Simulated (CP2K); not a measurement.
Consider phosphorus pentafluoride at its PBE geometry (Å).

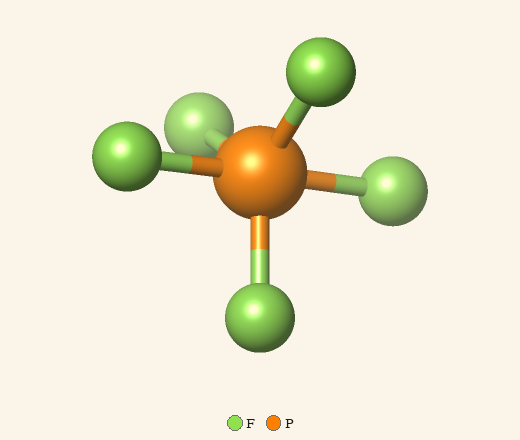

The molecule (fluorine green, phosphorus orange).

```xyz
6

F     0.0098    0.0000    1.5878
P    -0.0001    0.0000    0.0000
F     0.0098    0.0000   -1.5878
F     1.5705    0.0000    0.0000
F    -0.7950    1.3549    0.0000
F    -0.7950   -1.3549    0.0000
```

Method: CP2K XAS_TDP, all-electron GAPW, PBEh(45%), aug-cc-pVDZ, TDA, GW2X-corrected core level, no relativity.

**Question.** Where do the F K-edge lines lie, and how strong are they?

Leading lines: F1 689.31 eV and F4 689.50 eV. The leading line of an atom is its first one with 35 % of the strongest within 2.5 eV of its lowest line over the strength cut. Core ionisation energies at this level: F1 693.40 and F4 694.33 eV.

The first six lines of each atom with a strength over 0.0015:

```csv
atom,energy (eV),states,"strength, one atom",above the computed threshold
"F1 (bonded to P), 2 alike",689.31,1,0.0197,
,692.08,1,0.0081,
,692.16,1,0.0077,
,692.24,1,0.0078,
,693.21,1,0.0019,
,695.64,2,0.0115,yes
"F4 (bonded to P), 3 alike",689.50,1,0.0270,
,691.91,1,0.0197,
,693.02,1,0.0087,
,693.87,1,0.0035,
,696.30,1,0.0036,yes
,696.59,1,0.0060,yes
```

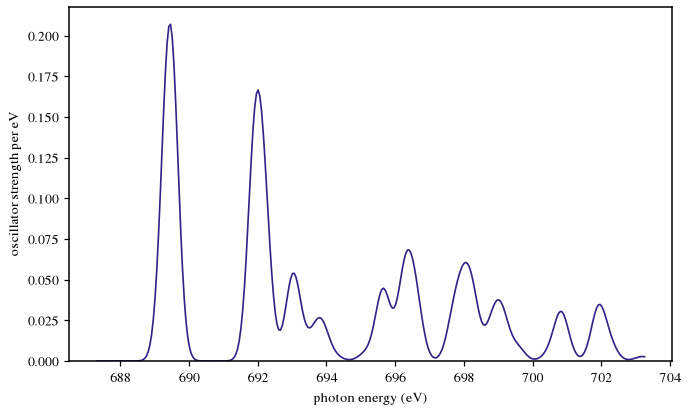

All atoms added, broadened by 0.5 eV.

Lines are vertical, at one geometry, with no vibrational structure. GW2X ionisation energies and lines can be off by 1 to 2 eV either way, and a good line position may hide errors that cancel. These values hold no scalar relativity, about 0.7 eV for F 1s. Rydberg lines, and the discretised continuum above threshold, depend on the basis and the box.

[Banner, clock and machine lines of the logs are left out without a mark of their own.]

[Logs are printed without paths, hosts, clocks, repeated set-up lines and the standing remarks that a program may print on its own settings, such as how far it seeks lower states.]

[Hosts, paths, dates, database ids (printed as entryN), source tags and the programs' standing remarks are cut or masked in the printed files.]
